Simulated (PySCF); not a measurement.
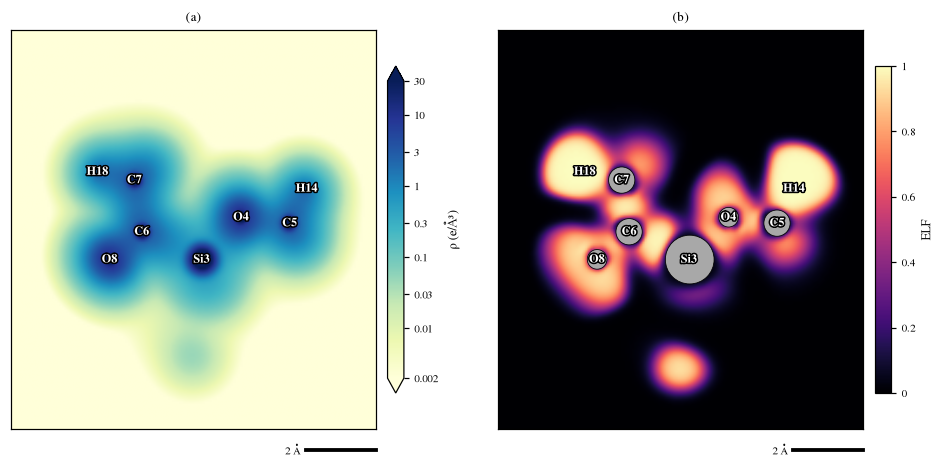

The picture shows: C₄H₁₀O₃Si (SMILES CO[SiH](OC)C(C)=O). (a) total electron density; (b) ELF on the plane of atoms O4, Si3 and C6. Grey discs cover the atomic cores in the ELF map.

Geometry: PBE0-D3(BJ)/def2-SVP.

These are results of PySCF 2.14.0, PBE0/pcSseg-1, SCF density, gas phase, non-relativistic, not measurements.

```xyz
18

C    -1.2462    2.3826    0.1508
O    -1.0548    1.1424   -0.4800
Si   -0.2331   -0.1423    0.1624
O    -0.4029   -1.4285   -0.8575
C    -1.6237   -1.9945   -1.2584
C     1.6277    0.3028    0.2425
C     2.6835   -0.4923   -0.4664
O     1.8788    1.3020    0.8901
H    -0.2859    2.8636    0.4008
H    -1.8042    3.0410   -0.5317
H    -1.8308    2.2801    1.0834
H    -0.7525   -0.4328    1.5347
H    -2.1810   -2.4144   -0.4014
H    -1.4184   -2.8120   -1.9651
H    -2.2679   -1.2531   -1.7608
H     2.4339   -0.5679   -1.5371
H     2.6873   -1.5258   -0.0826
H     3.6708   -0.0295   -0.3288
```

What do the fields say about this system?

The section cuts through Si, O, C and H sites. C–O (1.22 Å): ρ at the midpoint is about 3.2 e/Å³; the ELF peaks at about 0.85 between the atoms (a short, multiple covalent bond). C–C (1.50 Å): ρ at the midpoint is about 1.8 e/Å³; the ELF peaks at about 0.95 between the atoms; a covalent bond. Si–O (1.65 Å): ρ at the midpoint is about 1.1 e/Å³; the ELF peaks at about 0.85 between the atoms: a shared but strongly polarised pair. C–Si (1.92 Å): the density is about 0.96 e/Å³ at the midpoint; the ELF peaks at about 1 between the atoms (a covalent bond). C–H (1.10 Å): ρ is about 1.9 e/Å³ halfway; the ELF climbs to about 1 towards the hydrogen, as it does in any bond to H: an ordinary covalent bond to hydrogen. The ELF also peaks beside O8 and O4, away from the bonds: lone-pair regions.
